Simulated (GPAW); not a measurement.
**C2H2F2O (SMILES OC=C(F)F): a first try and a second**

Wanted: the charge distribution of C2H2F2O, PBE/dzp (scalar-relativistic datasets).

The calculation is run with GPAW 26.7.0.

3 further runs of the same task are left out: 3 set aside as unsound or not needed.

## (1) The molecule

C2H2F2O: 7 atoms, total charge 0, spin state singlet. As SMILES, `OC=C(F)F`. Geometry: relaxed at GFN2-xTB. This is one conformer, not always the lowest.

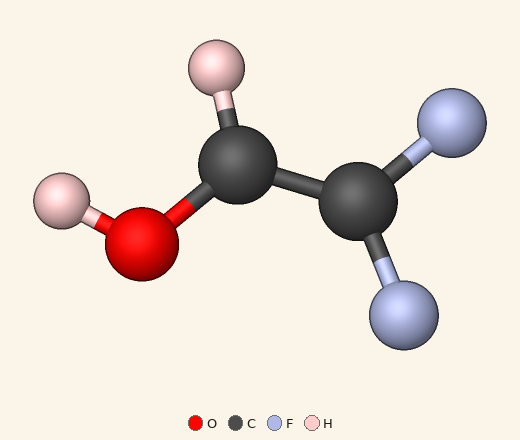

The structure, seen from a chosen angle (oxygen red, carbon dark grey, fluorine light blue, hydrogen pink).

## (2) The input as first written

File run.py:

```python
from ase import Atoms
from gpaw import GPAW

atoms = Atoms(["O", "C", "C", "F", "F", "H", "H"],
    positions=[[ -1.397560,   0.424510,   0.250980],
               [ -0.042790,   0.342870,   0.198650],
               [  0.588080,  -0.667110,  -0.381760],
               [  0.040700,  -1.715380,  -0.981600],
               [  1.919740,  -0.742170,  -0.427360],
               [ -1.665100,   1.234220,   0.696460],
               [  0.556930,   1.123070,   0.644630]])
atoms.center(vacuum=4.5)

calc = GPAW(mode="lcao", basis="dzp", h=0.2, xc="PBE", charge=-2, maxiter=58, txt="-")
atoms.calc = calc

energy = atoms.get_potential_energy()
print(f"Energy: {energy:.5f} eV")
forces = atoms.get_forces()
print("Forces (eV/Ang)")
for symbol, f in zip(atoms.symbols, forces):
    print(f'{symbol:2} {f[0]:9.4f} {f[1]:9.4f} {f[2]:9.4f}')
homo, lumo = calc.get_homo_lumo()
print(f"HOMO: {homo:.3f} eV")
print(f"LUMO: {lumo:.3f} eV")
print(f"Gap = {lumo - homo:.3f} eV")
```

Command:

```console
$ python3 -u run.py | tee run.out
```

Output:

```text
[...]
Number of symmetries: 1
[...]
  Number of IBZ points: 1
[...]
basis functions: 75
Spin-components: 1 (collinear spins)
Bands:           22
[...]
  Valence electrons: 30.0
[...]
  Grid points: [64 60 52]
  Charge: -2.0  # |e|
[...]
    cutoffs:
[...]
occupation numbers:
  # Zero width
[...]
xc functional:
  name: PBE with 2 nearest neighbor stencil
[...]
|iter     |     time |      energy | eigst |  dens |
[...]
|iter:   1| 00:00:03 |  -28.808982 |      c|       |
[...]
|iter:  13| 00:00:08 |  -23.144525c|      c| -4.20c|
Converged in 13 steps
[...]
Energy contributions relative to reference atoms: (reference = -9549.250427)
Energy contributions:
  Kinetic:          71.356287
  Coulomb:         -42.410976
  Zero:              1.447888
  External:          0.000000
  Xc:              -53.537724
  Entropy:           0.000000
  Spinorbit:         0.000000
  ----------------------------
  Free energy:     -23.144525
  Extrapolated:    -23.144525
dipole moment: (-11.276416, -13.714761, -11.694197)  # |e|*Ang
Fermi level: 12.370
Eigenvalues  # (at kpt = [0.000, 0.000, 0.000])
| band index |      eig [eV] | occ [0-2] |
|------------|---------------|-----------|
|          0 |       -21.002 |     2.000 |
|        ... |               |           |
|          8 |        -0.181 |     2.000 |
|          9 |         0.516 |     2.000 |
|         10 |         1.055 |     2.000 |
|         11 |         1.320 |     2.000 |
|         12 |         3.554 |     2.000 |
|         13 |         4.161 |     2.000 |
|         14 |         7.172 |     2.000 |
|         15 |        12.270 |     2.000 |
|         16 |        12.469 |     0.000 |
|         17 |        13.580 |     0.000 |
[...]
Gap: 0.199 eV
Transition (v -> c):
[...]
Forces (eV/Ang)
O     1.5197   -5.8796   -3.3554
C    -1.1390   -4.4827   -2.5275
C    -3.2019    5.7972    3.3078
F    -0.9647   -5.0947   -2.9526
F     4.6456   -1.1308   -0.6658
H    -2.3743    7.3791    4.1114
H     1.2734    3.6358    2.0844
HOMO: 12.270 eV
LUMO: 12.469 eV
Gap = 0.199 eV
```

Wall time 8.6 s (1 thread of Arm Neoverse V2, shared host); peak memory 0.59 GiB.

## (3) Reading the log

The run finished; that doesn't make the result usable.

What is wrong: the charge typed isn't that of the species meant. Among its listed settings the sound run differs in this, and the input shows the rest: charge 0 in place of -2.

## (4) Try two

File sp.py:

```python
import numpy as np
from ase import Atoms
from ase.units import Debye
from gpaw import GPAW

# Structure
atoms = Atoms(['O', 'C', 'C', 'F', 'F', 'H', 'H'],
    positions=[[ -1.397560,   0.424510,   0.250980],
               [ -0.042790,   0.342870,   0.198650],
               [  0.588080,  -0.667110,  -0.381760],
               [  0.040700,  -1.715380,  -0.981600],
               [  1.919740,  -0.742170,  -0.427360],
               [ -1.665100,   1.234220,   0.696460],
               [  0.556930,   1.123070,   0.644630]])
atoms.center(vacuum=4.5)

# DFT calculator
gpaw_calc = GPAW(mode='lcao', basis='dzp', xc='PBE', h=0.2, maxiter=100, txt='-')
atoms.calc = gpaw_calc

energy = atoms.get_potential_energy()
print(f'Energy: {energy:.5f} eV')
forces = atoms.get_forces()
print('Forces (eV/Ang)')
for symbol, f in zip(atoms.symbols, forces):
    print(f'{symbol:2} {f[0]:9.4f} {f[1]:9.4f} {f[2]:9.4f}')
dipole = atoms.get_dipole_moment() / Debye
print(f'Dipole                  {np.linalg.norm(dipole):.3f} D')
homo, lumo = gpaw_calc.get_homo_lumo()
print(f'HOMO                    {homo:.3f} eV')
print(f'LUMO                    {lumo:.3f} eV')
print(f'Gap = {lumo - homo:.3f} eV')
```

Command:

```console
$ python sp.py > sp.log
```

Output:

```text
[...]
Number of symmetries: 1
[...]
  Number of IBZ points: 1
[...]
basis functions: 75
Spin-components: 1 (collinear spins)
Bands:           22
[...]
  Valence electrons: 30.0
[...]
  Grid points: [64 60 52]
  Charge: 0.0  # |e|
[...]
    cutoffs:
[...]
occupation numbers:
  # Zero width
[...]
xc functional:
  name: PBE with 2 nearest neighbor stencil
[...]
|iter     |     time |      energy | eigst |  dens |
[...]
|iter:   1| 00:00:03 |  -37.479935 |      c|       |
[...]
|iter:   9| 00:00:06 |  -36.024830c|      c| -4.20c|
Converged in 9 steps
[...]
Energy contributions relative to reference atoms: (reference = -9549.250427)
Energy contributions:
  Kinetic:          40.105635
  Coulomb:         -38.499489
  Zero:              1.459180
  External:          0.000000
  Xc:              -39.090155
  Entropy:           0.000000
  Spinorbit:         0.000000
  ----------------------------
  Free energy:     -36.024830
  Extrapolated:    -36.024830
dipole moment: (-0.118022, 0.455576, 0.255372)  # |e|*Ang
Fermi level: -2.224
Eigenvalues  # (at kpt = [0.000, 0.000, 0.000])
| band index |      eig [eV] | occ [0-2] |
|------------|---------------|-----------|
|          0 |       -31.764 |     2.000 |
|        ... |               |           |
|          7 |       -12.586 |     2.000 |
|          8 |       -12.034 |     2.000 |
|          9 |       -10.024 |     2.000 |
|         10 |        -9.882 |     2.000 |
|         11 |        -9.417 |     2.000 |
|         12 |        -9.105 |     2.000 |
|         13 |        -8.724 |     2.000 |
|         14 |        -4.930 |     2.000 |
|         15 |         0.483 |     0.000 |
|         16 |         0.501 |     0.000 |
[...]
Gap: 5.413 eV
Transition (v -> c):
[...]
Forces (eV/Ang)
O    -1.0311   -1.0064   -0.5970
C    -0.3701    0.5532    0.3040
C     0.4805   -0.4750   -0.2637
F    -0.6413   -0.5987   -0.3997
F     0.9813    0.0587    0.0665
H    -0.0959    0.8286    0.4733
H     0.6022    0.6706    0.3807
Dipole                  2.572 D
HOMO                    -4.930 eV
LUMO                    0.483 eV
Gap = 5.413 eV
```

Run time: 6.7 s. Hardware: 1 thread of Arm Neoverse V2, shared host; peak memory 0.5 GiB.

## (5) Results

Level: PBE/dzp (scalar-relativistic datasets).

```
                                              quantity        value
energy as printed (from the program's reference atoms)  -36.0248 eV
                                         dipole moment       2.57 D
                                           HOMO energy     -4.93 eV
                                           LUMO energy      0.48 eV
                                         HOMO–LUMO gap      5.41 eV
```
